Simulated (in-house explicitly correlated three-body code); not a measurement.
Two electrons around a point charge Z = 2.32. Computed variationally in 260 exponentially correlated functions with an in-house code, non-relativistic, converged to about 10⁻⁷ hartree. The exact exchange and correlation energies are −1225 and −42.67 millihartree. Wanted, and plotted below: the errors of AM05, BP86, PBE, PBEsol, PW91, SCAN and TPSS, evaluated on the exact density.

By the size of the summed error (millihartree): BP86 +0.40, SCAN −1.1, TPSS −6.0, PW91 +7.4, PBE +16, PBEsol +59, AM05 +68. Errors of exchange and correlation cancel by a quarter or more for BP86 (+1.8 and −1.4), SCAN (−4.9 and +3.8), PW91 (+12 and −5.0) and AM05 (+130 and −62).

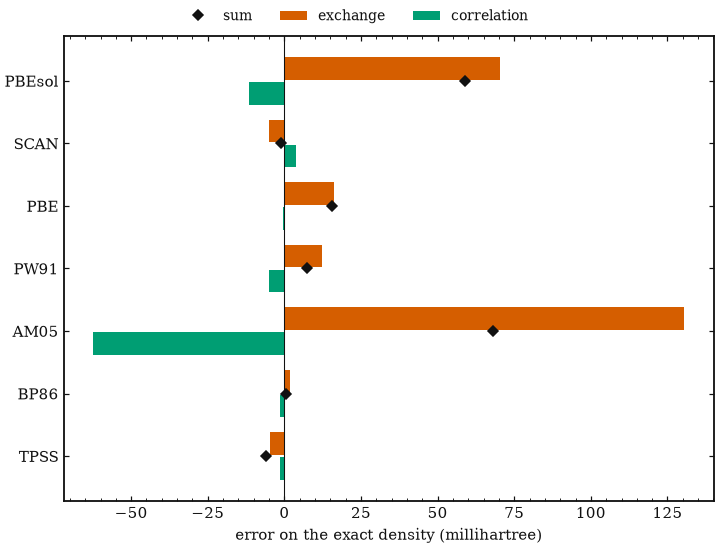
